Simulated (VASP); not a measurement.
# SiMo3 under strain, part 2 of 4

Aim: follow the pressure of SiMo3 through compression, expansion and shear. All runs use PBEsol. Left out of this account: 1 further run (self-consistent run: a reference on another mesh). The start is a cell from a database of measured crystal structures.

VASP 6.6.1; PBEsol; plane waves and PAW (Si, Mo_sv).

Still holding for the runs below: Spin-orbit coupling is off here; it would split degenerate levels.

So far, pressure (GPa): step 2 (bands, cell as listed) -4.52.

### 3. Bands, volume times 1.04

The cell is expanded evenly, with fractional positions held.

The input, INCAR:

```
SYSTEM = SiMo3
PREC = Accurate
ENCUT = 400
EDIFF = 1E-06
NELM = 100
ISMEAR = -1
SIGMA = 0.05
LREAL = .FALSE.
ALGO = Normal
GGA = PS
NBANDS = 69
LASPH = .TRUE.
LORBIT = 11
LWAVE = .FALSE.
LCHARG = .FALSE.
KPAR = 8
```

The input, POSCAR:

```
SiMo3
1.0
    4.9533363253      0.0000000000      0.0000000000
    0.0000000000      4.9533363253      0.0000000000
    0.0000000000      0.0000000000      4.9533363253
Si Mo
2 6
Direct
    0.0000000000      0.0000000000      0.0000000000
    0.5000000000      0.5000000000      0.5000000000
    0.2500000000      0.0000000000      0.5000000000
    0.5000000000      0.7500000000      0.0000000000
    0.7500000000      0.0000000000      0.5000000000
    0.5000000000      0.2500000000      0.0000000000
    0.0000000000      0.5000000000      0.7500000000
    0.0000000000      0.5000000000      0.2500000000
```

The input, KPOINTS:

```
Automatic mesh
0
Gamma
6 6 6
0 0 0
```

The input, KPOINTS_OPT:

```
Line mode
12
Line-mode
Reciprocal
  0.00000000   0.00000000   0.00000000 GAMMA
  0.00000000   0.50000000   0.00000000 X

  0.00000000   0.50000000   0.00000000 X
  0.50000000   0.50000000   0.00000000 M

  0.50000000   0.50000000   0.00000000 M
  0.00000000   0.00000000   0.00000000 GAMMA

  0.00000000   0.00000000   0.00000000 GAMMA
  0.50000000   0.50000000   0.50000000 R

  0.50000000   0.50000000   0.50000000 R
  0.00000000   0.50000000   0.00000000 X

  0.50000000   0.50000000   0.00000000 M
  0.50000000   0.50000000   0.50000000 R
```

Potentials, in the order of the species: Si and Mo_sv (PBE family, release 64).

On the command line:

```bash
$ mpirun -np 8 vasp_std
```

Output:

```text
[banner, memory and clock lines left out]
running    8 mpi-ranks, on    1 nodes
 distrk:  each k-point on    1 cores,    8 groups
 distr:  one band on    1 cores,    1 groups

 POSCAR found type information on POSCAR SiMo
 POSCAR found :  2 types and       8 ions
 [... a notice as in an earlier step ...]

 [... a notice as in an earlier step ...]

 LDA part: xc-table for (Slater+PW92), standard interpolation
 POSCAR, INCAR and KPOINTS ok, starting setup
 FFT: planning ... GRIDC
 FFT: planning ... GRID_SOFT
 FFT: planning ... GRID
 WAVECAR not read
 entering main loop
       N       E                     dE             d eps       ncg     rms          rms(c)
DAV:   1     0.939516418241E+03    0.93952E+03   -0.47251E+04  2832   0.112E+03
DAV:   2    -0.584404906487E+02   -0.99796E+03   -0.95825E+03  3033   0.405E+02
DAV:   3    -0.892955867015E+02   -0.30855E+02   -0.30027E+02  3238   0.718E+01
DAV:   4    -0.896140192631E+02   -0.31843E+00   -0.31716E+00  3078   0.703E+00
DAV:   5    -0.896170838129E+02   -0.30645E-02   -0.30641E-02  3145   0.684E-01    0.417E+01
DAV:   6    -0.852636738160E+02    0.43534E+01   -0.99772E+00  2944   0.146E+01    0.107E+01
DAV:   7    -0.849020581776E+02    0.36162E+00   -0.70286E-01  3156   0.319E+00    0.312E+00
DAV:   8    -0.848360760470E+02    0.65982E-01   -0.82679E-02  2898   0.933E-01    0.725E-01
DAV:   9    -0.848340080172E+02    0.20680E-02   -0.49679E-03  3028   0.279E-01    0.344E-01
DAV:  10    -0.848337778159E+02    0.23020E-03   -0.57083E-04  3139   0.131E-01    0.122E-01
DAV:  11    -0.848337927341E+02   -0.14918E-04   -0.13053E-05  3066   0.162E-02    0.251E-02
DAV:  12    -0.848337887309E+02    0.40032E-05   -0.58338E-06  2926   0.120E-02    0.163E-03
DAV:  13    -0.848337884844E+02    0.24653E-06   -0.10746E-07  1655   0.142E-03
   1 F= -.84833788E+02 E0= -.84814521E+02  d E =-.385355E-01
 Start KPOINTS_OPT (optional k-point list driver)
k-point batch [1-20\72]
       N       E                     dE             ncg
DAV:   1    -0.145821926178E+03   -0.22994E+05     2824
DAV:   2    -0.202781489087E+05   -0.20132E+05     3033
DAV:   3    -0.209007530777E+05   -0.62260E+03     3235
DAV:   4    -0.209073321874E+05   -0.65791E+01     3094
DAV:   5    -0.209074009305E+05   -0.68743E-01     3110
DAV:   6    -0.209074021675E+05   -0.12370E-02     3198
DAV:   7    -0.209074021992E+05   -0.31632E-04     2758
DAV:   8    -0.209074022002E+05   -0.10598E-05     2182
DAV:   9    -0.209074022003E+05   -0.91950E-07     1754
[...]
k-point batch [61-72\72]
       N       E                     dE             ncg
DAV:   1     0.155882921541E+05   -0.28473E+05     1696
DAV:   2     0.349263686722E+04   -0.12096E+05     1841
DAV:   3     0.312176681206E+04   -0.37087E+03     1870
DAV:   4     0.311844260079E+04   -0.33242E+01     1832
DAV:   5     0.311841074829E+04   -0.31852E-01     1852
DAV:   6     0.311841020580E+04   -0.54249E-03     1843
DAV:   7     0.311841019401E+04   -0.11793E-04     1678
DAV:   8     0.311841019375E+04   -0.25654E-06     1214
```

Elapsed: 19 s, on 8 MPI ranks of Intel Xeon 6975P-C (Granite Rapids), shared host; peak memory 2.4 GiB; 2 min of CPU time.

From OUTCAR (step 3):

```text
  LATTYP: Found a simple cubic cell.
 ALAT       =     4.9533363253

 Found     20 irreducible k-points:

   ENCUT  =  400.0 eV  29.40 Ry    5.42 a.u.   8.08  8.08  8.08*2*pi/ulx,y,z

   NELECT =      92.0000    total number of electrons

 E-fermi :  12.0386

 k-point     1 :       0.0000    0.0000    0.0000
  band No.  band energies     occupation
    ...
     40       9.9735      2.00000
     41       9.9735      2.00000
     42       9.9735      2.00000
     43      10.5420      2.00000
     44      10.5420      2.00000
     45      13.2259      0.00000
     46      13.2259      0.00000
     47      13.2259      0.00000
     48      13.8500      0.00000
     49      14.2830      0.00000
    ...

 k-point     2 :       0.1667    0.0000    0.0000
  band No.  band energies     occupation
    ...
     40       9.9587      2.00000
     41      10.1262      2.00000
     42      10.1262      2.00000
     43      10.6264      2.00000
     44      10.6800      2.00000
     45      12.8150      0.00000
     46      13.0748      0.00000
     47      13.0748      0.00000
     48      13.9129      0.00000
     49      14.0419      0.00000
    ...

  Total      -10.2482816    -10.2482816    -10.2482816      0.0000000      0.0000000     -0.0000000
  in kB     -135.1039921   -135.1039921   -135.1039921      0.0000000      0.0000000     -0.0000000
  external PRESSURE =    -135.1039921 kB  Pullay stress =       0.0000000 kB

  energy-cutoff  :      400.00
  volume of cell :      121.53
      direct lattice vectors                 reciprocal lattice vectors
     4.953336325  0.000000000  0.000000000     0.201884131  0.000000000  0.000000000
     0.000000000  4.953336325  0.000000000     0.000000000  0.201884131  0.000000000
     0.000000000  0.000000000  4.953336325     0.000000000  0.000000000  0.201884131

 POSITION                                       TOTAL-FORCE (eV/Angst)
 -----------------------------------------------------------------------------------
      0.00000      0.00000      0.00000         0.000000      0.000000     -0.000000
      2.47667      2.47667      2.47667         0.000000      0.000000     -0.000000
      1.23833      0.00000      2.47667        -0.000000     -0.000000     -0.000000
      2.47667      3.71500      0.00000        -0.000000     -0.000000      0.000000
      3.71500      0.00000      2.47667         0.000000      0.000000      0.000000
      2.47667      1.23833      0.00000         0.000000      0.000000     -0.000000
      0.00000      2.47667      3.71500         0.000000     -0.000000     -0.000000
      0.00000      2.47667      1.23833         0.000000      0.000000      0.000000
 -----------------------------------------------------------------------------------
    total drift:                                0.000000     -0.000000     -0.000000

  FREE ENERGIE OF THE ION-ELECTRON SYSTEM (eV)
  ---------------------------------------------------
  free  energy   TOTEN  =       -84.8337884844 eV

  energy  without entropy=      -84.7952530210  energy(sigma->0) =      -84.81452075

 total charge
# of ion       s       p       d       tot
------------------------------------------
    1        0.706   0.867   0.000   1.573
    2        0.706   0.867   0.000   1.573
    3        2.324   6.186   4.022  12.533
    4        2.324   6.186   4.022  12.533
    5        2.324   6.186   4.022  12.533
    6        2.324   6.186   4.022  12.533
    7        2.324   6.186   4.022  12.533
    8        2.324   6.186   4.022  12.533
--------------------------------------------------
tot         15.357  38.852  24.135  78.343

[... 5 parts as in an earlier step ...]

[... 6 further parts left out ...]
```

This step gave:

| Item | Value |
| --- | --- |
| free energy (TOTEN) | -84.8338 eV |
| energy at zero smearing | -84.8145 eV |
| Fermi energy | 12.04 eV |
| pressure | -13.51 GPa |

Electronic bands along the path, in eV, zero at the Fermi level; # counts the bands kept, so #1 is VASP's band 25:

| point | #19 | #20 | #21 | #22 | #23 | #24 | #25 | #26 |
| --- | --- | --- | --- | --- | --- | --- | --- | --- |
| Γ | -1.50 | -1.50 | 1.19 | 1.19 | 1.19 | 1.81 | 2.24 | 2.24 |
| X | -1.67 | -1.67 | 0.20 | 0.20 | 0.90 | 0.90 | 1.44 | 1.44 |
| M | -1.03 | -0.86 | -0.86 | -0.79 | -0.65 | -0.44 | -0.13 | 0.21 |
| Γ | -1.50 | -1.50 | 1.19 | 1.19 | 1.19 | 1.81 | 2.24 | 2.24 |
| R | -1.19 | -1.19 | -1.19 | -1.19 | -1.19 | -1.19 | 1.21 | 1.21 |
| X | -1.67 | -1.67 | 0.20 | 0.20 | 0.90 | 0.90 | 1.44 | 1.44 |
| jump to M | -1.03 | -0.86 | -0.86 | -0.79 | -0.65 | -0.44 | -0.13 | 0.21 |
| R | -1.19 | -1.19 | -1.19 | -1.19 | -1.19 | -1.19 | 1.21 | 1.21 |

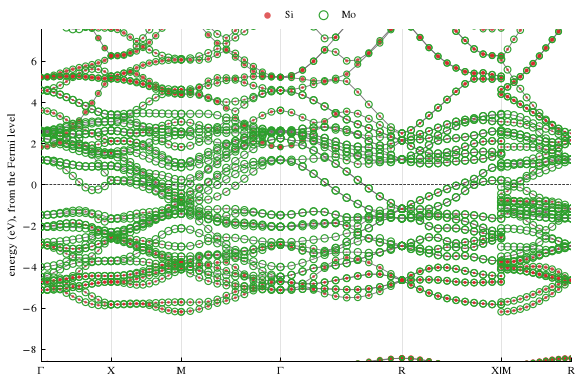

Electronic bands along the path; dots are coloured as in the legend, and their area grows with the weight.

 The pressure is -13.51 GPa.

Between step 2 and this run (cell volume +4.0 %) the value for the pressure moves from -4.52 GPa to -13.5 GPa.

### 4. Bands, volume times 1.08

The cell is expanded evenly, with fractional positions held.

INCAR is that of step 3.

POSCAR: that of step 3 with these lines changed.

```diff
@@ -2,5 +2,5 @@
 1.0
-    4.9533363253      0.0000000000      0.0000000000
-    0.0000000000      4.9533363253      0.0000000000
-    0.0000000000      0.0000000000      4.9533363253
+    5.0160434420      0.0000000000      0.0000000000
+    0.0000000000      5.0160434420      0.0000000000
+    0.0000000000      0.0000000000      5.0160434420
 Si Mo
```

KPOINTS is that of step 3.

KPOINTS_OPT is that of step 3.

On the command line:

```bash
$ mpirun -np 8 vasp_std
```

Output:

```text
[... set-up lines as in an earlier step ...]
 entering main loop
       N       E                     dE             d eps       ncg     rms          rms(c)
DAV:   1     0.936378127687E+03    0.93638E+03   -0.47197E+04  2816   0.111E+03
DAV:   2    -0.573932972332E+02   -0.99377E+03   -0.95473E+03  3046   0.402E+02
DAV:   3    -0.889512452270E+02   -0.31558E+02   -0.30605E+02  3239   0.716E+01
DAV:   4    -0.893001228627E+02   -0.34888E+00   -0.34742E+00  3128   0.716E+00
DAV:   5    -0.893034989543E+02   -0.33761E-02   -0.33752E-02  3089   0.705E-01    0.382E+01
DAV:   6    -0.847832506555E+02    0.45202E+01   -0.10689E+01  2949   0.148E+01    0.912E+00
DAV:   7    -0.844249806243E+02    0.35827E+00   -0.68397E-01  3159   0.306E+00    0.290E+00
DAV:   8    -0.843544782397E+02    0.70502E-01   -0.95299E-02  2917   0.977E-01    0.775E-01
DAV:   9    -0.843522851891E+02    0.21931E-02   -0.54359E-03  3022   0.291E-01    0.363E-01
DAV:  10    -0.843520373368E+02    0.24785E-03   -0.63746E-04  3191   0.137E-01    0.125E-01
DAV:  11    -0.843520529430E+02   -0.15606E-04   -0.16236E-05  3052   0.176E-02    0.259E-02
DAV:  12    -0.843520484744E+02    0.44686E-05   -0.59533E-06  2963   0.122E-02    0.177E-03
DAV:  13    -0.843520481987E+02    0.27568E-06   -0.12012E-07  1645   0.150E-03
   1 F= -.84352048E+02 E0= -.84330654E+02  d E =-.427890E-01
 Start KPOINTS_OPT (optional k-point list driver)
k-point batch [1-20\72]
       N       E                     dE             ncg
DAV:   1    -0.128300696373E+04   -0.23296E+05     2808
DAV:   2    -0.212427880843E+05   -0.19960E+05     3020
DAV:   3    -0.218516883706E+05   -0.60890E+03     3224
DAV:   4    -0.218585250256E+05   -0.68367E+01     3088
DAV:   5    -0.218585987069E+05   -0.73681E-01     3142
DAV:   6    -0.218586002512E+05   -0.15443E-02     3176
DAV:   7    -0.218586002965E+05   -0.45399E-04     2806
DAV:   8    -0.218586002977E+05   -0.11001E-05     2144
DAV:   9    -0.218586002977E+05   -0.81356E-07     1686
[...]
k-point batch [61-72\72]
       N       E                     dE             ncg
DAV:   1     0.141627911728E+05   -0.28132E+05     1720
DAV:   2     0.209980265806E+04   -0.12063E+05     1852
DAV:   3     0.172800589526E+04   -0.37180E+03     1886
DAV:   4     0.172431939446E+04   -0.36865E+01     1832
DAV:   5     0.172428535826E+04   -0.34036E-01     1832
DAV:   6     0.172428477602E+04   -0.58224E-03     1856
DAV:   7     0.172428476316E+04   -0.12861E-04     1648
DAV:   8     0.172428476288E+04   -0.28127E-06     1216
```

Elapsed: 26 s, on 8 MPI ranks; peak memory 2.7 GiB; 2.7 min of CPU time.

Parts of OUTCAR (step 4):

```text
  LATTYP: Found a simple cubic cell.
 ALAT       =     5.0160434420

 Found     20 irreducible k-points:

   dimension x,y,z NGX =    36 NGY =   36 NGZ =   36
   dimension x,y,z NGXF=    72 NGYF=   72 NGZF=   72

   ENCUT  =  400.0 eV  29.40 Ry    5.42 a.u.   8.18  8.18  8.18*2*pi/ulx,y,z

   NELECT =      92.0000    total number of electrons

 E-fermi :  11.4677

 k-point     1 :       0.0000    0.0000    0.0000
  band No.  band energies     occupation
    ...
     40       9.5103      2.00000
     41       9.5103      2.00000
     42       9.5103      2.00000
     43      10.0416      2.00000
     44      10.0416      2.00000
     45      12.5967      0.00000
     46      12.5967      0.00000
     47      12.5967      0.00000
     48      13.0750      0.00000
     49      13.5895      0.00000
    ...

 k-point     2 :       0.1667    0.0000    0.0000
  band No.  band energies     occupation
    ...
     40       9.4968      2.00000
     41       9.6395      2.00000
     42       9.6395      2.00000
     43      10.1196      2.00000
     44      10.1697      2.00000
     45      12.2062      0.00000
     46      12.4598      0.00000
     47      12.4598      0.00000
     48      13.2488      0.00000
     49      13.3288      0.00000
    ...

  Total      -16.3345036    -16.3345036    -16.3345036      0.0000000      0.0000000     -0.0000000
  in kB     -207.3636632   -207.3636632   -207.3636632      0.0000000      0.0000000     -0.0000000
  external PRESSURE =    -207.3636632 kB  Pullay stress =       0.0000000 kB

  energy-cutoff  :      400.00
  volume of cell :      126.21
      direct lattice vectors                 reciprocal lattice vectors
     5.016043442  0.000000000  0.000000000     0.199360315  0.000000000  0.000000000
     0.000000000  5.016043442  0.000000000     0.000000000  0.199360315  0.000000000
     0.000000000  0.000000000  5.016043442     0.000000000  0.000000000  0.199360315

 POSITION                                       TOTAL-FORCE (eV/Angst)
 -----------------------------------------------------------------------------------
      0.00000      0.00000      0.00000         0.000000      0.000000      0.000000
      2.50802      2.50802      2.50802         0.000000      0.000000      0.000000
      1.25401      0.00000      2.50802         0.000000      0.000000     -0.000000
      2.50802      3.76203      0.00000        -0.000000      0.000000     -0.000000
      3.76203      0.00000      2.50802        -0.000000     -0.000000      0.000000
      2.50802      1.25401      0.00000         0.000000     -0.000000     -0.000000
      0.00000      2.50802      3.76203        -0.000000     -0.000000      0.000000
      0.00000      2.50802      1.25401         0.000000     -0.000000     -0.000000
 -----------------------------------------------------------------------------------
    total drift:                                0.000000      0.000000     -0.000000

  FREE ENERGIE OF THE ION-ELECTRON SYSTEM (eV)
  ---------------------------------------------------
  free  energy   TOTEN  =       -84.3520481987 eV

  energy  without entropy=      -84.3092591727  energy(sigma->0) =      -84.33065369

 total charge
# of ion       s       p       d       tot
------------------------------------------
    1        0.704   0.843   0.000   1.547
    2        0.704   0.843   0.000   1.547
    3        2.313   6.173   3.967  12.453
    4        2.313   6.173   3.967  12.453
    5        2.313   6.173   3.967  12.453
    6        2.313   6.173   3.967  12.453
    7        2.313   6.173   3.967  12.453
    8        2.313   6.173   3.967  12.453
--------------------------------------------------
tot         15.289  38.725  23.802  77.815

[... 4 parts as in an earlier step ...]

[... 6 further parts left out ...]
```

Numbers from this step:

- free energy (TOTEN): -84.3520 eV
- energy at zero smearing: -84.3307 eV
- Fermi energy: 11.47 eV
- pressure: -20.74 GPa

The electronic bands at the labelled points (eV, zero at the Fermi level; # counts the bands kept, so #1 is VASP's band 25):

| point | #19 | #20 | #21 | #22 | #23 | #24 | #25 | #26 |
| --- | --- | --- | --- | --- | --- | --- | --- | --- |
| Γ | -1.43 | -1.43 | 1.13 | 1.13 | 1.13 | 1.61 | 2.12 | 2.12 |
| X | -1.63 | -1.63 | 0.17 | 0.17 | 0.87 | 0.87 | 1.38 | 1.38 |
| M | -0.95 | -0.83 | -0.83 | -0.79 | -0.59 | -0.39 | -0.14 | 0.18 |
| Γ | -1.43 | -1.43 | 1.13 | 1.13 | 1.13 | 1.61 | 2.12 | 2.12 |
| R | -1.17 | -1.17 | -1.17 | -1.17 | -1.17 | -1.17 | 1.15 | 1.15 |
| X | -1.63 | -1.63 | 0.17 | 0.17 | 0.87 | 0.87 | 1.38 | 1.38 |
| jump to M | -0.95 | -0.83 | -0.83 | -0.79 | -0.59 | -0.39 | -0.14 | 0.18 |
| R | -1.17 | -1.17 | -1.17 | -1.17 | -1.17 | -1.17 | 1.15 | 1.15 |

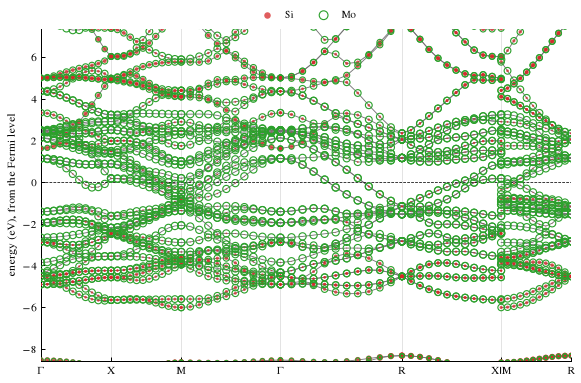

Electronic bands along the path; dots are coloured as in the legend, and their area grows with the weight.

 The pressure is -20.74 GPa.

Between step 2 and this run (cell volume +8.0 %) the value for the pressure moves from -4.52 GPa to -20.7 GPa.

[end of part 2 of 4]

[Lines on the potential files, build, host, timing and source positions are cut from VASP's logs without a mark.]

[Logs are printed without paths, hosts, clocks, repeated set-up lines and the standing remarks that a program may print on its own settings, such as how far it seeks lower states.]

[Hosts, paths, dates, database ids (printed as entryN), source tags and the programs' standing remarks are cut or masked in the printed files.]

[A measured line is paired with the nearest computed mode of its activity, which favours agreement.]
